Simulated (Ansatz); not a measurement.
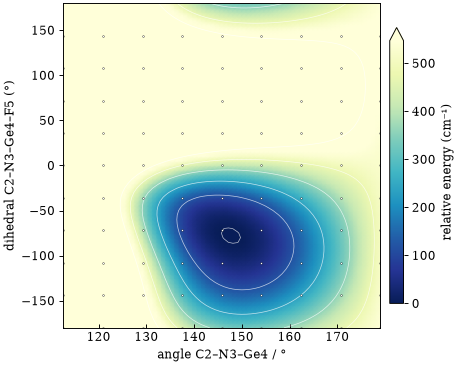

CHFGeNO, SMILES O=C=[N][GeH][F], spin multiplicity 2. The first coordinate is: angle C2–N3–Ge4; the second: dihedral C2–N3–Ge4–F5. Nothing is relaxed (all other coordinates rigid). Grid: 9 × 10 points. Points are written as (first, second). Energies: cm⁻¹, counted from the lowest grid point. These are results of UKS r2SCAN-D4/def2-SVP in Ansatz 0.2.0, not measurements.

Drawn: a smooth colour map with a few white contour lines, dots at the grid points, one colour for all values above the top of the scale. Between grid points the surface is interpolated.

Estimate the position of the minimum and the force constants in these coordinates.

Answer. The interpolated minimum is at angle C2–N3–Ge4 ≈ 147.7°, dihedral C2–N3–Ge4–F5 ≈ −78°. The curvatures there are about 0.75 eV/rad² and 0.041 eV/rad², with a cross term of about 0.051 eV/rad². Round the minimum the valley is somewhat tilted: raising angle C2–N3–Ge4 shifts the best value of dihedral C2–N3–Ge4–F5 downwards (coupling k₁₂/√(k₁₁k₂₂) about 0.3). (1 eV is 8066 cm⁻¹.)
